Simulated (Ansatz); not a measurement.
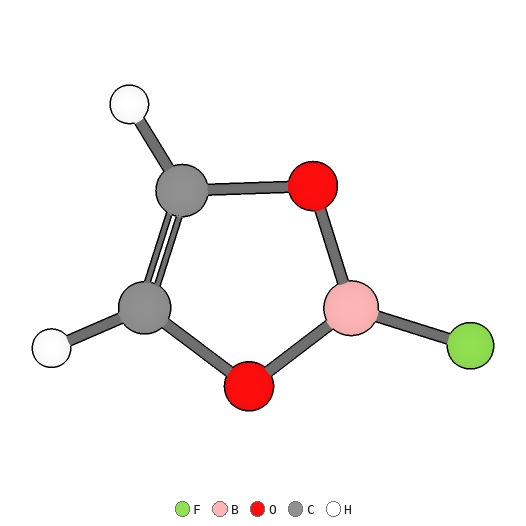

Harmonic vibrations computed with RKS PBE0-D4/def2-TZVP (Ansatz 0.2.0) at a stationary point of the same level.

### Minimum or transition state?

A minimum: no imaginary frequency, and the lowest mode lies at 245 cm⁻¹.

### How many vibrational modes are there, and where do they lie?

18 modes: 245, 396, 591, 612, 696, 766, 847, 888, 892, 1098, 1123, 1212, 1213, 1406, 1546, 1671, 3288, 3313 cm⁻¹.
